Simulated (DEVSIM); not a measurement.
System: Al/Al2O3/p-Si capacitor, at 300 K.

```tsv
layer (left to right)	material	thickness (nm)	Na (cm⁻³)
1	Al2O3	9.40	-
2	Si	6700	7.3e15
```

Metal gate on the left, work function 4.1 eV. Fixed charge at the semiconductor interface 2.1e12 cm⁻² (in units of +e); no interface traps.

This is a model device: material constants are rounded textbook-type values typed into the input, and sizes, dopings and lifetimes were drawn at random. Values at 300 K.

| parameter | Al2O3 | Si |
|---|---|---|
| gap (eV) | 6.8 | 1.124 |
| affinity (eV) | 1.35 | 4.05 |
| permittivity | 9 | 11.7 |
| Nc (cm⁻³) | - | 2.86e19 |
| Nv (cm⁻³) | - | 3.1e19 |

Model (solved in DEVSIM): 1D Poisson equation in equilibrium, Boltzmann statistics, complete ionisation; no quantum confinement or tunnelling. Metal contacts follow the ideal Schottky-Mott rule: no Fermi-level pinning, no interface dipoles.

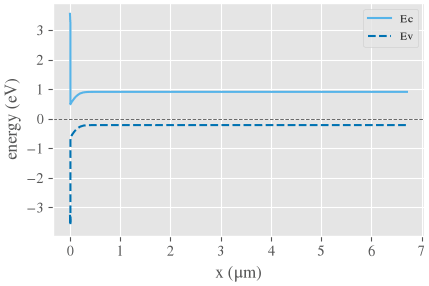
Figure: Band edges at -0.8 V on the gate

Energies count from the Fermi level of the right contact; mesh points crowd at the junctions.

```
x (μm)    Ec (eV)  Ev (eV)  n (cm⁻³)  p (cm⁻³)  field (V/cm)
--------  -------  -------  --------  --------  ------------
0.000       3.550   -3.250     < 1e2     < 1e2       -380000
0.001378    3.497   -3.303     < 1e2     < 1e2       -380000
0.004119    3.392   -3.408     < 1e2     < 1e2       -380000
0.007283    3.271   -3.529     < 1e2     < 1e2       -380000
0.009400    0.490   -0.634    1.7e11     6.8e8       -170000
0.01095     0.494   -0.630    1.4e11     8.2e8         30000
0.01456     0.505   -0.619    9.4e10     1.2e9         29000
0.02823     0.544   -0.580    2.1e10     5.5e9         28000
0.05489     0.613   -0.511     1.4e9    8.2e10         25000
0.1208      0.751   -0.373   6800000    1.7e13         17000
0.2710      0.892   -0.232     30000    3.9e15          3100
0.8398      0.908   -0.216     16000    7.3e15           ≈ 0
1.948       0.908   -0.216     16000    7.3e15           ≈ 0
4.155       0.908   -0.216     16000    7.3e15           ≈ 0
5.903       0.908   -0.216     16000    7.3e15           ≈ 0
6.365       0.908   -0.216     16000    7.3e15           ≈ 0
6.567       0.908   -0.216     16000    7.3e15           ≈ 0
6.649       0.908   -0.216     16000    7.3e15           ≈ 0
6.691       0.908   -0.216     16000    7.3e15           ≈ 0
6.702       0.908   -0.216     16000    7.3e15           ≈ 0
6.707       0.908   -0.216     16000    7.3e15           ≈ 0
6.709       0.908   -0.216     16000    7.3e15           ≈ 0
```
